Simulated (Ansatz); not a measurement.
# [NO2]+ (SMILES O=[N+]=O): PBE/def2-TZVPPD

Aim: the energy change on altering one bond length of [NO2]+ at PBE/def2-TZVPPD, from 2 runs. 

The calculation is run with Ansatz 0.2.0.

5 further runs of the same task are left out: 5 that didn't finish.

## Step 1: Starting point

[NO2]+: 3 atoms, total charge +1, spin state singlet. As SMILES, `O=[N+]=O`. The shape is that of a PBE0-D4/def2-TZVP optimisation.

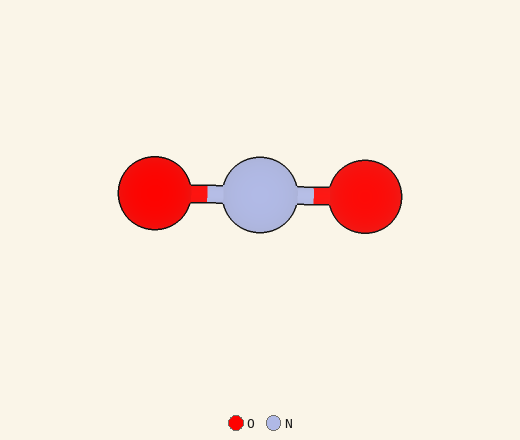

The structure, seen from a chosen angle (oxygen red, nitrogen light blue).

## Step 2: The energy at PBE/def2-TZVPPD

Contents of in.yaml:

```yaml
crystal:
  periodic: [false, false, false]
  atoms:
    - symbol: O
      position_ang: [-0.572980, 0.927020, -0.209580]
    - symbol: N
      position_ang: [-0.000010, -0.000010, -0.000000]
    - symbol: O
      position_ang: [0.572990, -0.927010, 0.209580]
basis:
  gaussian: {orbitals: def2-TZVPPD.json}
total_charge: 1
hamiltonian: {xc: pbe}
accuracy: high
output: {orbitals: {seedname: orbitals}}
```

The basis set def2-TZVPPD is read from a file made from the Basis Set Exchange's data (not shown).

Command:

```console
$ ansatz run in.yaml --threads 1 --pin off --max-ram 3480MiB --events-out events.jsonl --progress --plain --runs-dir runs
```

The log of the run:

```text
Warning: RAYON_NUM_THREADS=1 ignored (pool sized by the plan → 1); use --threads N
Functional definition: PBE
  name "PBE"
  parameter kappa = 0.804
  parameter beta = 0.06672455060314922
  exchange = pbe_x(kappa = kappa, mu = beta*pi^2/3)
  correlation = pbe_c(beta = beta)
1640 factors; integrals over basis functions are off by at most 3.6e-9 eV
mean field evaluation 1: about -5563.4922 eV, gradient 5.9e1 eV
mean field evaluation 2: about -5558.6899 eV, gradient 8.1e1 eV
mean field evaluation 4: about -5568.3762 eV, gradient 1.2e0 eV
mean field evaluation 8: about -5568.3816 eV, gradient 1.2e-1 eV
mean field evaluation 16: about -5568.3816 eV, gradient 6.3e-8 eV
mean field -5568.38159057 eV, -204.6342490688 hartree, gradient 6.3e-8 eV, S^2 0.000000; 0 other end points of the search recorded, 0 dependent functions left out
reference -5568.38159491 eV, -204.6342492283 hartree; 11, 11 occupied and 106, 106 virtual orbitals, 1640 factors
Total energy: -5568.38159491 eV, -204.6342492283 hartree
```

It took 3.3 s on 1 thread of Arm Neoverse V2, shared host; peak memory 0.23 GiB.

## Step 3: The distorted shape, same level

Contents of molecule.yaml:

```yaml
crystal:
  periodic: [false, false, false]
  atoms:
    - {symbol: O, position_ang: [-0.859484, 1.390565, -0.314377]}
    - {symbol: "N", position_ang: [-0.000010, -0.000010, -0.000000]}
    - {symbol: O, position_ang: [0.572990, -0.927010, 0.209580]}
basis:
  gaussian:
    orbitals: def2-TZVPPD.json
hamiltonian:
  xc: {name: PBE}
total_charge: 1
accuracy: high
output:
  orbitals: {seedname: orbitals}
```

The basis set def2-TZVPPD is read from a file made from the Basis Set Exchange's data (not shown).

Command:

```console
$ ansatz run molecule.yaml --threads 1 --pin off --max-ram 3480MiB --events-out events.jsonl --progress --plain --runs-dir runs
```

The log of the run, cut to the lines that bear on the results:

```text
Warning: RAYON_NUM_THREADS=1 ignored (pool sized by the plan → 1); use --threads N
[... 6 set-up lines as earlier in the session ...]
1657 factors; integrals over basis functions are off by at most 3.3e-9 eV
mean field evaluation 1: about -5558.8494 eV, gradient 5.7e1 eV
mean field evaluation 2: about -5425.2127 eV, gradient 1.9e2 eV
mean field evaluation 4: about -5560.8536 eV, gradient 4.0e1 eV
mean field evaluation 8: about -5560.8558 eV, gradient 4.0e1 eV
mean field evaluation 16: about -5563.9972 eV, gradient 1.6e-8 eV
mean field -5563.99721087 eV, -204.4731260868 hartree, gradient 1.6e-8 eV, S^2 0.000000; 0 other end points of the search recorded, 0 dependent functions left out
reference -5563.99721512 eV, -204.4731262428 hartree; 11, 11 occupied and 106, 106 virtual orbitals, 1657 factors
Total energy: -5563.99721512 eV, -204.4731262428 hartree
```

It took 3.3 s on 1 thread of Arm Neoverse V2, shared host; peak memory 0.23 GiB.

## Step 4: Outcome

At PBE/def2-TZVPPD:

```
                                                         quantity          value
                                        first shape: total energy  -204.63425 Eh
                                         first shape: HOMO energy      -19.51 eV
                                         first shape: LUMO energy      -11.91 eV
                                       first shape: HOMO–LUMO gap        7.60 eV
                                    distorted shape: total energy  -204.47313 Eh
                                     distorted shape: HOMO energy      -17.07 eV
                                     distorted shape: LUMO energy      -15.12 eV
                                   distorted shape: HOMO–LUMO gap        1.96 eV
energy change with the O1–N2 bond stretched from 1.110 to 1.665 Å       4.384 eV
```

What this shows: With the O1–N2 bond stretched from 1.110 to 1.665 Å the energy rises by 4.38 eV (101 kcal/mol). The first shape isn't relaxed at this level, so the change isn't measured from a minimum.
